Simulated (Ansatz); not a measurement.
**Si5H13Cl (built from SMILES [SiH3]Cl.[SiH3][SiH]([SiH3])[SiH3]): Born-Oppenheimer dynamics**

Aim: follow the atoms for 80 steps of 0.75 fs with a Langevin thermostat, with velocities drawn for 100 K, and see to which side of the barrier the system falls.

Computed with Ansatz 0.2.0, Gaussian basis. Level: PBE0-D4/def2-SVP.

## Step 1: Where the work starts

The start, a first-order saddle point found at PBE0-D4 in triple zeta: 19 atoms, charge 0, spin multiplicity 1.

Atoms are counted from 1 here; the program's logs count them from 0.

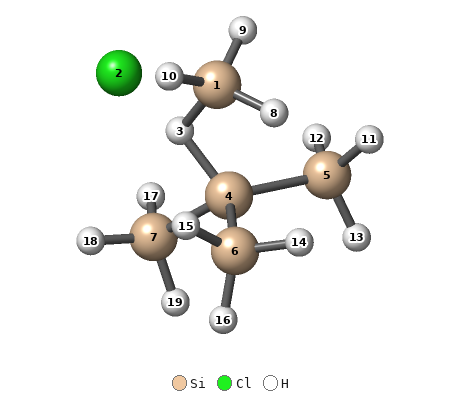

Start geometry, drawn with silicon light orange, chlorine green, hydrogen white; atoms are numbered from 1 in the order of the file.

As a file:

```xyz
19
ClH13Si5
Si   -0.53010    1.60172    1.45197
Cl   -2.50779    0.00626    2.04732
H    -1.05040    0.06807    0.97107
Si    0.10744   -0.26362   -0.23649
Si   -0.23541    1.00726   -2.16814
Si    2.33062   -0.39100    0.48111
Si   -0.98997   -2.33764   -0.32362
H     0.72702    2.13755    0.81076
H    -1.59143    2.52547    1.01584
H    -0.17172    1.43751    2.87116
H     0.28642    2.38321   -1.97540
H    -1.68485    1.04639   -2.48479
H     0.49857    0.34845   -3.28020
H     3.09729    0.75905   -0.06066
H     2.36431   -0.36548    1.96661
H     2.92397   -1.66319   -0.00897
H    -2.40593   -2.13782   -0.71189
H    -0.87341   -3.00993    0.99343
H    -0.29467   -3.15229   -1.35911
```

## Step 2: Dynamics

Input file md/in.yaml:

```yaml
crystal:
  periodic: [false, false, false]
  atoms:
    - {symbol: Si, position_ang: [-0.530103, 1.601716, 1.451969]}
    - {symbol: Cl, position_ang: [-2.507788, 0.006265, 2.047317]}
    - {symbol: H, position_ang: [-1.050400, 0.068068, 0.971066]}
    - {symbol: Si, position_ang: [0.107443, -0.263622, -0.236492]}
    - {symbol: Si, position_ang: [-0.235405, 1.007264, -2.168137]}
    - {symbol: Si, position_ang: [2.330623, -0.390996, 0.481111]}
    - {symbol: Si, position_ang: [-0.989968, -2.337636, -0.323618]}
    - {symbol: H, position_ang: [0.727021, 2.137555, 0.810759]}
    - {symbol: H, position_ang: [-1.591425, 2.525467, 1.015843]}
    - {symbol: H, position_ang: [-0.171718, 1.437514, 2.871162]}
    - {symbol: H, position_ang: [0.286421, 2.383211, -1.975397]}
    - {symbol: H, position_ang: [-1.684847, 1.046386, -2.484792]}
    - {symbol: H, position_ang: [0.498572, 0.348450, -3.280203]}
    - {symbol: H, position_ang: [3.097295, 0.759053, -0.060659]}
    - {symbol: H, position_ang: [2.364314, -0.365480, 1.966607]}
    - {symbol: H, position_ang: [2.923969, -1.663186, -0.008966]}
    - {symbol: H, position_ang: [-2.405926, -2.137818, -0.711895]}
    - {symbol: H, position_ang: [-0.873411, -3.009927, 0.993432]}
    - {symbol: H, position_ang: [-0.294667, -3.152285, -1.359109]}
basis:
  gaussian: {orbitals: def2-SVP}
hamiltonian: {xc: pbe0, dispersion: d4}
md: {n_steps: 80, timestep: 0.75, temperature: 100, ensemble: nvt_langevin, seed: 714, friction: 0.01, initial_velocities: maxwell_boltzmann}
```

The run is started by

```bash
$ ansatz run in.yaml --threads 4 --pin off --events-out ev --progress --plain --max-ram 66560MiB --backend cuda --devices 0, --max-vram 37GiB
```

Output:

```text
Functional definition: PBE0
  name "PBE0"
  cite "Adamo & Barone, J. Chem. Phys. 110, 6158 (1999) doi:10.1063/1.478522"
  cite "Perdew, Burke & Ernzerhof, Phys. Rev. Lett. 77, 3865 (1996) doi:10.1103/PhysRevLett.77.3865"
  parent pbe
  parameter a = 0.25
  parameter kappa = 0.804
  parameter beta = 0.06672455060314922
  exchange = (1 - a)*pbe_x(kappa = kappa, mu = beta*pi^2/3) + a*exact_x
  correlation = pbe_c(beta = beta)
1766 factors; integrals over basis functions are off by at most 5.9e-4 eV
mean field evaluation 1: about -52082.6245 eV, gradient 1.7e1 eV
mean field evaluation 2: about -52082.1713 eV, gradient 2.1e1 eV
mean field evaluation 4: about -52083.5530 eV, gradient 7.0e-1 eV
mean field evaluation 8: about -52083.5537 eV, gradient 5.2e-2 eV
mean field -52083.55373474 eV, -1914.0352962511 hartree, gradient 7.5e-5 eV, S^2 0.000000; 0 other end points of the search recorded, 0 dependent functions left out
[... from here on, the SCF cycles and remarks between the steps are left out, and one step in 2 is shown ...]
md step     0: t =     0.00 fs  T =    94.7 K  F+E_penalty+E_count = -52084.13868594 eV  E_kin = 0.232668 eV  (24 SCF iters)
md step     1: t =     0.75 fs  T =    98.2 K  F+E_penalty+E_count = -52084.13639973 eV  E_kin = 0.241241 eV  (25 SCF iters, 3 dispersion substeps)
md step     3: t =     2.25 fs  T =    82.9 K  F+E_penalty+E_count = -52084.10639743 eV  E_kin = 0.203528 eV  (25 SCF iters, 3 dispersion substeps)
md step     5: t =     3.75 fs  T =    70.3 K  F+E_penalty+E_count = -52084.07345358 eV  E_kin = 0.172716 eV  (22 SCF iters, 3 dispersion substeps)
md step     7: t =     5.25 fs  T =    69.0 K  F+E_penalty+E_count = -52084.06072680 eV  E_kin = 0.169507 eV  (24 SCF iters, 3 dispersion substeps)
md step     9: t =     6.75 fs  T =    67.2 K  F+E_penalty+E_count = -52084.06291893 eV  E_kin = 0.165127 eV  (26 SCF iters, 3 dispersion substeps)
md step    11: t =     8.25 fs  T =    73.4 K  F+E_penalty+E_count = -52084.07089975 eV  E_kin = 0.180350 eV  (24 SCF iters, 3 dispersion substeps)
md step    13: t =     9.75 fs  T =    68.6 K  F+E_penalty+E_count = -52084.07455840 eV  E_kin = 0.168506 eV  (25 SCF iters, 3 dispersion substeps)
md step    15: t =    11.25 fs  T =    75.8 K  F+E_penalty+E_count = -52084.08145851 eV  E_kin = 0.186227 eV  (25 SCF iters, 3 dispersion substeps)
md step    17: t =    12.75 fs  T =    93.4 K  F+E_penalty+E_count = -52084.12069947 eV  E_kin = 0.229311 eV  (25 SCF iters, 3 dispersion substeps)
md step    19: t =    14.25 fs  T =   130.1 K  F+E_penalty+E_count = -52084.20219756 eV  E_kin = 0.319542 eV  (25 SCF iters, 3 dispersion substeps)
md step    21: t =    15.75 fs  T =   177.9 K  F+E_penalty+E_count = -52084.31744686 eV  E_kin = 0.436877 eV  (24 SCF iters, 3 dispersion substeps)
md step    23: t =    17.25 fs  T =   221.5 K  F+E_penalty+E_count = -52084.42550338 eV  E_kin = 0.544079 eV  (24 SCF iters, 3 dispersion substeps)
md step    25: t =    18.75 fs  T =   215.0 K  F+E_penalty+E_count = -52084.41379123 eV  E_kin = 0.528039 eV  (23 SCF iters, 3 dispersion substeps)
md step    27: t =    20.25 fs  T =   197.4 K  F+E_penalty+E_count = -52084.35915000 eV  E_kin = 0.484894 eV  (23 SCF iters, 3 dispersion substeps)
md step    29: t =    21.75 fs  T =   280.7 K  F+E_penalty+E_count = -52084.56188792 eV  E_kin = 0.689488 eV  (23 SCF iters, 3 dispersion substeps)
md step    31: t =    23.25 fs  T =   352.5 K  F+E_penalty+E_count = -52084.74249772 eV  E_kin = 0.865744 eV  (23 SCF iters, 3 dispersion substeps)
md step    33: t =    24.75 fs  T =   352.8 K  F+E_penalty+E_count = -52084.71472628 eV  E_kin = 0.866490 eV  (23 SCF iters, 3 dispersion substeps)
md step    35: t =    26.25 fs  T =   329.9 K  F+E_penalty+E_count = -52084.64468497 eV  E_kin = 0.810251 eV  (24 SCF iters, 3 dispersion substeps)
md step    37: t =    27.75 fs  T =   332.7 K  F+E_penalty+E_count = -52084.66817679 eV  E_kin = 0.817134 eV  (24 SCF iters, 3 dispersion substeps)
md step    39: t =    29.25 fs  T =   376.0 K  F+E_penalty+E_count = -52084.82375827 eV  E_kin = 0.923416 eV  (23 SCF iters, 3 dispersion substeps)
md step    41: t =    30.75 fs  T =   429.1 K  F+E_penalty+E_count = -52084.97613193 eV  E_kin = 1.053905 eV  (25 SCF iters, 3 dispersion substeps)
md step    43: t =    32.25 fs  T =   389.5 K  F+E_penalty+E_count = -52084.87665812 eV  E_kin = 0.956695 eV  (23 SCF iters, 3 dispersion substeps)
md step    45: t =    33.75 fs  T =   350.2 K  F+E_penalty+E_count = -52084.78404408 eV  E_kin = 0.860046 eV  (22 SCF iters, 3 dispersion substeps)
md step    47: t =    35.25 fs  T =   437.7 K  F+E_penalty+E_count = -52084.99566146 eV  E_kin = 1.075085 eV  (24 SCF iters, 3 dispersion substeps)
md step    49: t =    36.75 fs  T =   423.9 K  F+E_penalty+E_count = -52084.97459902 eV  E_kin = 1.041074 eV  (24 SCF iters, 3 dispersion substeps)
md step    51: t =    38.25 fs  T =   344.0 K  F+E_penalty+E_count = -52084.83085430 eV  E_kin = 0.844909 eV  (23 SCF iters, 3 dispersion substeps)
md step    53: t =    39.75 fs  T =   327.4 K  F+E_penalty+E_count = -52084.79426633 eV  E_kin = 0.803997 eV  (23 SCF iters, 3 dispersion substeps)
md step    55: t =    41.25 fs  T =   379.5 K  F+E_penalty+E_count = -52084.91212266 eV  E_kin = 0.932137 eV  (23 SCF iters, 3 dispersion substeps)
md step    57: t =    42.75 fs  T =   401.0 K  F+E_penalty+E_count = -52085.00570392 eV  E_kin = 0.984811 eV  (22 SCF iters, 3 dispersion substeps)
md step    59: t =    44.25 fs  T =   330.7 K  F+E_penalty+E_count = -52084.84507336 eV  E_kin = 0.812171 eV  (23 SCF iters, 3 dispersion substeps)
md step    61: t =    45.75 fs  T =   307.2 K  F+E_penalty+E_count = -52084.83200886 eV  E_kin = 0.754565 eV  (23 SCF iters, 3 dispersion substeps)
md step    63: t =    47.25 fs  T =   367.0 K  F+E_penalty+E_count = -52085.02506008 eV  E_kin = 0.901388 eV  (25 SCF iters, 3 dispersion substeps)
md step    65: t =    48.75 fs  T =   330.6 K  F+E_penalty+E_count = -52084.95213344 eV  E_kin = 0.811961 eV  (24 SCF iters, 3 dispersion substeps)
md step    67: t =    50.25 fs  T =   285.5 K  F+E_penalty+E_count = -52084.83541359 eV  E_kin = 0.701115 eV  (23 SCF iters, 3 dispersion substeps)
md step    69: t =    51.75 fs  T =   298.9 K  F+E_penalty+E_count = -52084.90002338 eV  E_kin = 0.734097 eV  (23 SCF iters, 3 dispersion substeps)
md step    71: t =    53.25 fs  T =   385.6 K  F+E_penalty+E_count = -52085.11138156 eV  E_kin = 0.947004 eV  (23 SCF iters, 3 dispersion substeps)
md step    73: t =    54.75 fs  T =   410.0 K  F+E_penalty+E_count = -52085.20368519 eV  E_kin = 1.006949 eV  (23 SCF iters, 3 dispersion substeps)
md step    75: t =    56.25 fs  T =   333.0 K  F+E_penalty+E_count = -52085.06232928 eV  E_kin = 0.817875 eV  (23 SCF iters, 3 dispersion substeps)
md step    77: t =    57.75 fs  T =   364.7 K  F+E_penalty+E_count = -52085.17109099 eV  E_kin = 0.895793 eV  (23 SCF iters, 3 dispersion substeps)
md step    79: t =    59.25 fs  T =   419.8 K  F+E_penalty+E_count = -52085.30419208 eV  E_kin = 1.031032 eV  (24 SCF iters, 3 dispersion substeps)
md step    80: t =    60.00 fs  T =   412.5 K  F+E_penalty+E_count = -52085.27226525 eV  E_kin = 1.013079 eV  (24 SCF iters, 3 dispersion substeps)
Total energy: -52085.27230420 eV, -1914.0984525139 hartree
Atom 0 at    -0.162240     1.679725     1.216167 Å, force    -0.351384     0.302144     0.754097 eV/Å
Atom 1 at    -2.920121    -0.216264     2.119388 Å, force     0.169264    -1.089865    -0.907016 eV/Å
Atom 2 at    -2.725734    -1.197587     1.223139 Å, force    -0.346649     1.092037     0.960929 eV/Å
Atom 3 at     0.064881    -0.094020    -0.197487 Å, force    -0.448643    -0.771648    -0.726350 eV/Å
Atom 4 at    -0.180404     1.060662    -2.239713 Å, force     0.948260    -0.045296     0.269429 eV/Å
Atom 5 at     2.195654    -0.535841     0.551456 Å, force     0.542067    -0.175360    -0.566053 eV/Å
Atom 6 at    -0.955522    -2.261602    -0.310027 Å, force     0.308659     0.732810     0.095416 eV/Å
Atom 7 at     1.023620     2.506394     0.804130 Å, force    -0.051156    -0.008842     0.113551 eV/Å
Atom 8 at    -1.391243     2.503933     1.107861 Å, force    -0.130448     0.108632    -0.122456 eV/Å
Atom 9 at    -0.015496     1.231225     2.635918 Å, force     0.083638     0.101791    -0.023428 eV/Å
Atom 10 at     0.437069     2.400432    -2.013713 Å, force     0.128371     0.072325     0.034121 eV/Å
Atom 11 at    -1.595120     1.337752    -2.437159 Å, force    -0.799075    -0.062538    -0.216795 eV/Å
Atom 12 at     0.468785     0.479064    -3.451319 Å, force    -0.119886    -0.141812    -0.026364 eV/Å
Atom 13 at     3.123701     0.529324     0.071225 Å, force     0.128389    -0.010489     0.046646 eV/Å
Atom 14 at     2.146603    -0.541686     2.019704 Å, force    -0.021994     0.098203     0.519012 eV/Å
Atom 15 at     2.696050    -1.880829     0.157702 Å, force     0.100754    -0.114207    -0.161065 eV/Å
Atom 16 at    -2.440049    -2.187381    -0.466267 Å, force    -0.119776    -0.032295    -0.009524 eV/Å
Atom 17 at    -0.630212    -3.178124     0.803663 Å, force    -0.015950     0.022881     0.436914 eV/Å
Atom 18 at    -0.333497    -2.907170    -1.480355 Å, force    -0.004440    -0.078470    -0.471064 eV/Å
Dipole moment:    -0.049174    -0.242172    -0.187189 e Å
```

Run time: 91 s. Hardware: 1 × a share of an NVIDIA H100 with 4 threads of AMD EPYC 7R13, shared host.

## Step 3: The trajectory

One row in 5 steps:

```
time (fs)  T (K)  potential (meV)  potential + kinetic (meV)  Si1–Si4 (Å)  Cl2–H3 (Å)  Si1–Cl2 (Å)  H3–Si4 (Å)
     0.00     95              0.0                        0.0        2.596       1.813        2.610       1.706
     3.75     70             65.2                        5.3        2.589       1.800        2.614       1.717
     7.50     68             71.6                        5.9        2.583       1.757        2.621       1.757
    11.25     76             57.2                       10.8        2.573       1.669        2.631       1.838
    15.00    154           -118.0                       26.7        2.557       1.508        2.645       1.990
    18.75    215           -275.1                       20.3        2.535       1.259        2.669       2.222
    22.50    333           -542.6                       43.4        2.505       1.278        2.718       2.209
    26.25    330           -506.0                       71.6        2.471       1.459        2.786       2.073
    30.00    413           -778.0                        2.5        2.437       1.357        2.858       2.227
    33.75    350           -645.4                      -18.0        2.401       1.180        2.935       2.466
    37.50    385           -760.4                      -47.8        2.367       1.393        3.021       2.420
    41.25    380           -773.4                      -74.0        2.340       1.381        3.103       2.542
    45.00    293           -638.8                     -152.1        2.315       1.179        3.183       2.790
    48.75    331           -813.4                     -234.2        2.295       1.368        3.259       2.840
    52.50    338           -859.8                     -262.8        2.280       1.390        3.330       2.964
    56.25    333           -923.6                     -338.4        2.275       1.186        3.399       3.191
    60.00    413          -1133.6                     -353.2        2.280       1.343        3.466       3.320
```

Energies count from the start.

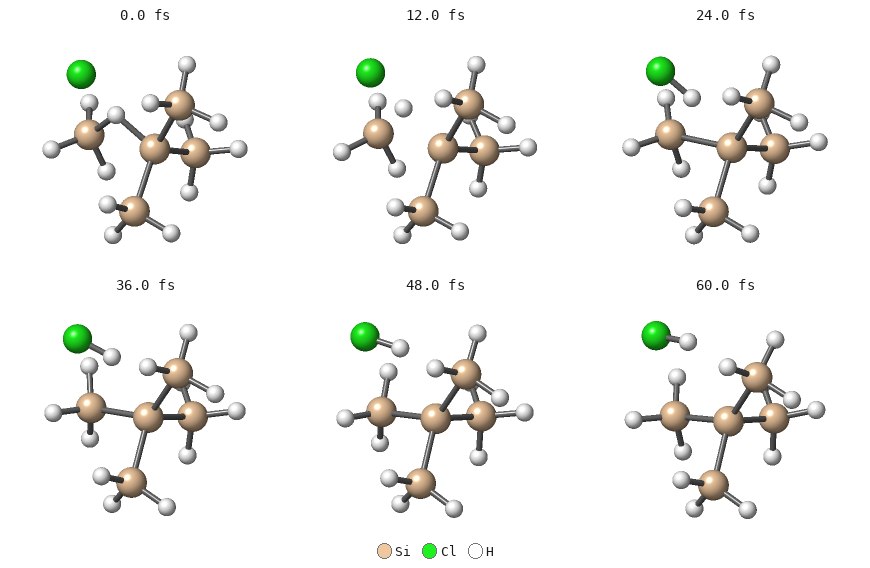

Six frames.

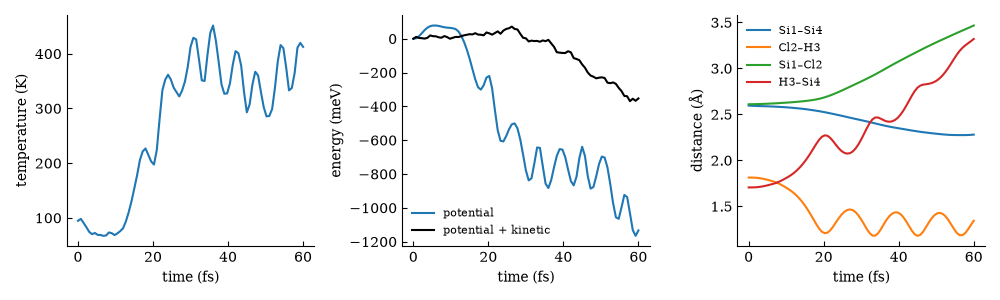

Temperature, energies and the distances followed.

Positions (Å) and forces (eV/Å) at 60.00 fs:

```xyz
19

Si   -0.162    1.680    1.216   -0.351    0.302    0.754
Cl   -2.920   -0.216    2.119    0.169   -1.090   -0.907
H    -2.726   -1.198    1.223   -0.347    1.092    0.961
Si    0.065   -0.094   -0.197   -0.449   -0.772   -0.726
Si   -0.180    1.061   -2.240    0.948   -0.045    0.269
Si    2.196   -0.536    0.551    0.542   -0.175   -0.566
Si   -0.956   -2.262   -0.310    0.309    0.733    0.095
H     1.024    2.506    0.804   -0.051   -0.009    0.114
H    -1.391    2.504    1.108   -0.130    0.109   -0.122
H    -0.015    1.231    2.636    0.084    0.102   -0.023
H     0.437    2.400   -2.014    0.128    0.072    0.034
H    -1.595    1.338   -2.437   -0.799   -0.063   -0.217
H     0.469    0.479   -3.451   -0.120   -0.142   -0.026
H     3.124    0.529    0.071    0.128   -0.010    0.047
H     2.147   -0.542    2.020   -0.022    0.098    0.519
H     2.696   -1.881    0.158    0.101   -0.114   -0.161
H    -2.440   -2.187   -0.466   -0.120   -0.032   -0.010
H    -0.630   -3.178    0.804   -0.016    0.023    0.437
H    -0.333   -2.907   -1.480   -0.004   -0.078   -0.471
```

## Step 4: Outcome

```
                                                 quantity              value
                                                   length  80 steps, 60.0 fs
                                 temperature at the start               95 K
                            mean temperature, second half              368 K
lowest and highest potential energy, from the first frame   -1166 and 78 meV
                    largest change of potential + kinetic          369.3 meV
                                   bonds lost by distance     Si1–H3, H3–Si4
                                   bonds made by distance             Cl2–H3
```

What this shows: By the last frame it has moved towards the side where Si1–Si4, Cl2–H3 form. The system runs downhill by 1.17 eV, and that energy turns into motion. The thermostat trades energy with the molecule, so the sum of potential and kinetic energy isn't conserved: it changes by -353 meV over the run. The mean temperature of the second half is still well above the 100 K set. With 19 atoms the instant temperature spans 67 to 452 K. Under Langevin the temperature counts 3N degrees of freedom, more than the drawn velocities fill, so it starts at 95 K, not 100 K.
